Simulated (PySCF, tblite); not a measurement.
# C4H14B2O2Si: geometry, infrared bands and NMR shifts

What infrared bands and NMR shifts should C4H14B2O2Si (`BOB(C)O[C@@H](C)[SiH2]C`) show?

Computed with tblite 0.8.0 and PySCF 2.14.0, with density-fitted response routines of our own, on a single molecule in the gas phase. Atoms count from 0, in the outputs and in this text.

## Step 1: The starting structure

23 atoms, charge 0, multiplicity 1; geometry from: force field or distance geometry start.

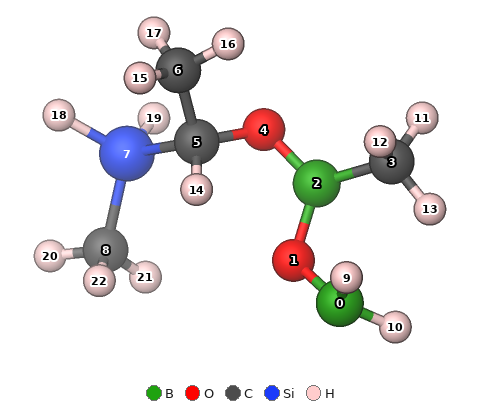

The starting geometry (boron green, oxygen red, carbon dark grey, silicon blue, hydrogen pink), atoms numbered.

## Step 2: Geometry optimisation with GFN2-xTB

The job: settings as JSON, then the geometry in Å.

```
{"job": {"kind": "relax", "xc": "GFN2-xTB", "basis": "xTB"}, "charge": 0, "multiplicity": 1}
B     -2.619100     1.643900     0.197800
O     -1.318700     1.216800    -0.310100
B     -1.323700    -0.213800    -0.626100
C     -2.706700    -0.990600    -0.609700
O     -0.045200    -0.892100    -0.693100
C      0.736400    -0.538100     0.390000
C      1.077300    -1.851500     1.079700
Si     2.345200     0.155300    -0.271000
C      2.401700     1.994200    -0.327800
H     -3.050300     0.979900     1.108200
H     -3.428700     1.950100    -0.641100
H     -2.774300    -1.772600    -1.407900
H     -2.844600    -1.479900     0.389600
H     -3.552800    -0.297100    -0.814400
H      0.240100     0.181000     1.084300
H      1.319700    -1.724000     2.151300
H      0.227400    -2.570300     1.040700
H      1.941300    -2.293000     0.546100
H      3.479700    -0.333300     0.514700
H      2.569200    -0.350600    -1.644500
H      3.457100     2.383200    -0.323000
H      1.894500     2.440600    -1.190800
H      1.969800     2.388800     0.640100
```

Launch:

```bash
$ OMP_NUM_THREADS=1 python probes_run.py task.json out
```

This one command runs all jobs of the session in turn.

**Question.** This job is followed by: GFN2-xTB harmonic vibrations, gas phase; GIAO PBE0/pcSseg-1 NMR shielding, non-relativistic, gas phase. What will the session give for the following? strongest single infrared mode (GFN2-xTB); zero-point energy (GFN2-xTB); ¹³C shifts against TMS (PBE0/pcSseg-1); ¹H shifts against TMS (PBE0/pcSseg-1, means over atoms taken as alike); ¹¹B shifts against BF3·OEt2 (PBE0/pcSseg-1); ¹⁷O shifts against H2O (PBE0/pcSseg-1); ²⁹Si shifts against TMS (PBE0/pcSseg-1).

The runs gave:

| quantity | value |
| --- | --- |
| strongest single infrared mode (GFN2-xTB) | 1543 cm⁻¹, 548 km/mol |
| zero-point energy (GFN2-xTB) | 111.4 kcal/mol |
| ¹³C shifts against TMS (PBE0/pcSseg-1) | 64.3, 22.1, 1.6, -8.6 ppm |
| ¹H shifts against TMS (PBE0/pcSseg-1, means over atoms taken as alike) | 5.43, 4.10, 4.07, 4.04, 1.49, 0.38, 0.19 ppm |
| ¹¹B shifts against BF3·OEt2 (PBE0/pcSseg-1) | 40.5, 24.6 ppm |
| ¹⁷O shifts against H2O (PBE0/pcSseg-1) | 275.0, 147.4 ppm |
| ²⁹Si shifts against TMS (PBE0/pcSseg-1) | -38.3 ppm |

What this shows: Relaxing lowered the energy by 2.501 eV in 238 steps; the close pair that moved most is B0–O1, from 1.460 to 1.298 Å. No mode is imaginary among the 63: a minimum at this level. The strongest single mode, at 1543 cm⁻¹, moves mainly O1 and B0. GFN2-xTB is a fitted tight-binding method: band positions and strengths are rough. Its intensities can rank the bands wrongly. The most deshielded carbon is C5 (sp3 CH bonded to O and Si), at 64.3 ppm: pulled downfield by the heteroatom. At PBE0/pcSseg-1: Shielding is most anisotropic at O1 (span 275 ppm, paramagnetic term -333 ppm).
